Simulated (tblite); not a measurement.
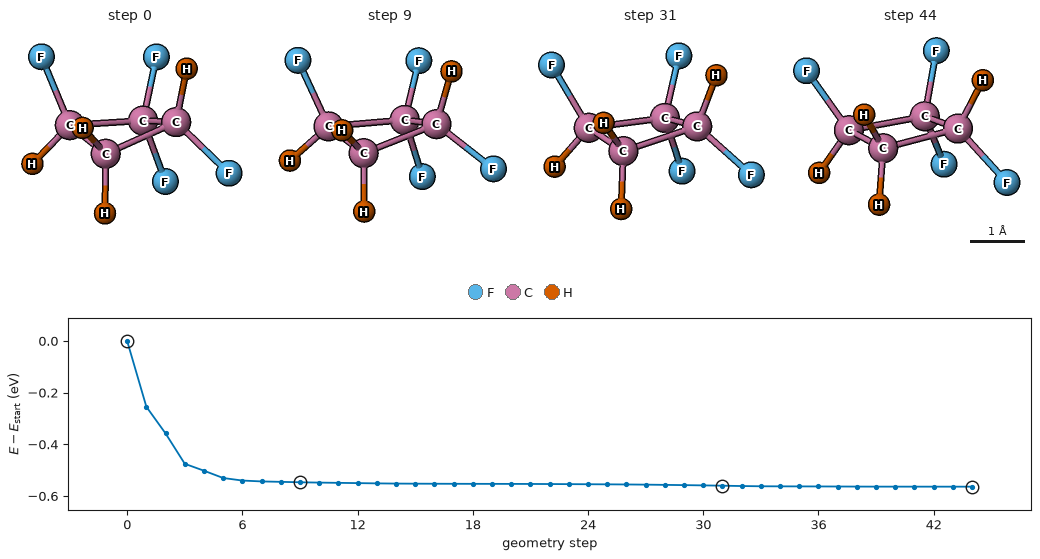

Frames of a relaxation of C4H4F4, marked on the history of the run. The picture is a ball-and-stick view, seen from a free direction.

All numbers below come from tblite, GFN2-xTB geometry optimisation, gas phase. 

Q: Describe the path.

A: After 44 geometry steps the energy has fallen by 0.563 eV. The largest move after the best rigid fit is that of an F atom, 0.42 Å. By element the largest moves are F 0.42 Å, H 0.37 Å, C 0.14 Å. Near-neighbour distances that change, for instance: C–F 1.396 → 1.347 Å, C–C 1.493 → 1.539 Å, C–C 1.506 → 1.550 Å, C–H 1.125 → 1.093 Å. Among the angles between lasting bonds that change: F–C–H 118.0° → 107.9°, F–C–F 113.7° → 106.7°, C–C–F 108.5° → 115.4°. From step 0 to 9: an F atom moves most (0.14 Å), energy −0.546 eV. From step 9 to 31: an F atom moves most (0.16 Å), energy −0.013 eV. From step 31 to 44: an F atom moves most (0.17 Å), energy −0.004 eV.
